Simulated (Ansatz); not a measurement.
# Ga4AsN3: what the fields show

Input file:

```
crystal:
  lattice:
    - [5.6204477498, -1.6922127084, -0.0176155747]
    - [5.6204477498, 1.6922127084, -0.0176155747]
    - [-1.0401161836, 0.0, 5.7922134053]
  atoms:
    - { symbol: "N", position: [0.0074524727, 0.0074524727, 0.0184190953] }
    - { symbol: "N", position: [0.4924300928, 0.4924300928, 0.4837433153] }
    - { symbol: "N", position: [0.748473295, 0.748473295, 0.2489254185] }
    - { symbol: As, position: [0.2537048841, 0.2537048841, 0.7522818213] }
    - { symbol: Ga, position: [0.4659534455, 0.4659534455, 0.8229527005] }
    - { symbol: Ga, position: [0.9292484312, 0.9292484312, 0.3106254989] }
    - { symbol: Ga, position: [0.1844018076, 0.1844018076, 0.0991639785] }
    - { symbol: Ga, position: [0.668335571, 0.668335571, 0.5138881716] }
kpoints:
  mp_grid: { grid: [8, 8, 4] }
  band_path:
    path:
      - [0.0, 0.0, 0.0]
      - [-0.2734196415, 0.2734196415, 0.0]
      - [0.2734196415, 0.7265803585, 0.0]
      - [0.5, 0.5, 0.0]
      - [0.5, 0.5, -0.5]
      - [0.2653750239, 0.7346249761, -0.5]
      - [-0.2653750239, 0.2653750239, -0.5]
      - [0.0, 0.0, -0.5]
      - [0.0, 0.5, -0.5]
      - [0.0, 0.1, 0.0]
      - [0.0, 0.0, -0.2]
    npoints: 1
hamiltonian:
  xc: r2scan
scf:
  occupations: { method: fermi_dirac, width: 0.02 }
  n_extra_bands: 6
output:
  forces: true
  stress: true
  eigenvalues: true
  write_density: true
  write_potential: true
  elf: true
  volumetric_format: npy
```

Launched as:

```sh
ansatz run input.yaml --threads 4 --pin off --max-ram 6451MiB --backend cpu --events-out ev --progress --plain --runs-dir out
```

Below, planes, directions and counts refer to the conventional cell (a = 11.24 Å, b = 3.38 Å, c = 5.88 Å, α = 90.00°, β = 100.36°, γ = 90.00°).

Space group Cm; started from the ordered alloy on zincblende lattice prototype, which need not be the ambient phase.

All numbers below come from DFT, r2SCAN, plane waves, PAW in Ansatz 0.2.0.

The density is the valence pseudo-density of a PAW calculation; it isn't the true density close to the nuclei.

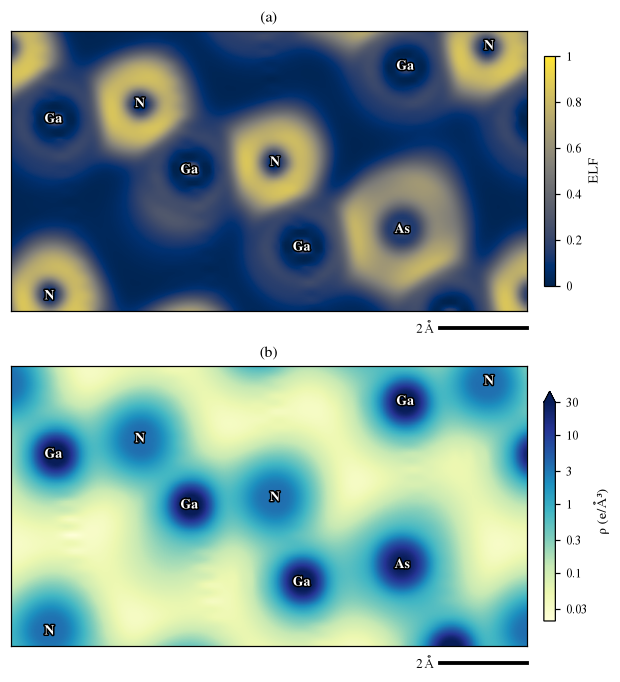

Figure 1. (a) ELF; (b) valence charge density (pseudo) on the (010) plane of the conventional cell.

**What does the map show?**

Atoms in the plane: N, As and Ga.
Ga–N (1.94 Å): the density is about 0.76 e/Å³ at the midpoint; the ELF peaks at about 0.85 in the valence shell of N, 0.7 Å from its nucleus, and is about 0.50 at the midpoint.
Ga–N (2.00 Å): the density is about 0.68 e/Å³ at the midpoint; the ELF peaks at about 0.85 in the valence shell of N, 0.7 Å from its nucleus, and is about 0.50 at the midpoint.
Ga–As (2.35 Å): ρ is about 0.58 e/Å³ halfway; the ELF peaks at about 0.80 between the atoms, as expected for a covalent bond.
Between the atoms the lowest density in this plane is 0.02 e/Å³.

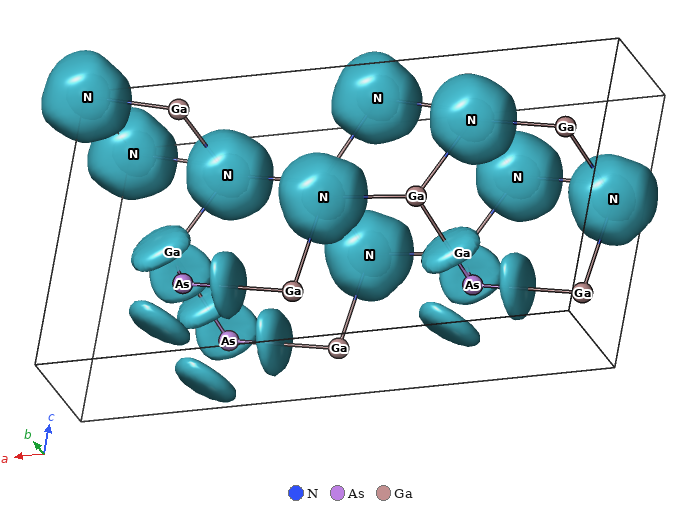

Figure 2. Isosurface of the electron localisation function at 0.7 (cyan), seen at an oblique angle. Only the valence region is drawn (cores and ρ < 0.01 e/Å³ removed). Sticks mark near contacts.

**Describe the localisation domains.**

The surface consists of eight regions between bonded As–Ga atoms (shared pairs) and six regions wrapped around N (the valence shell of each), counted in one cell of 16 atoms. Regions shared between cells count once. Along the contacts the grid gives the following. Ga–As (2.30 Å): the ELF peaks at about 0.80 between the atoms; localised, covalent bonding.
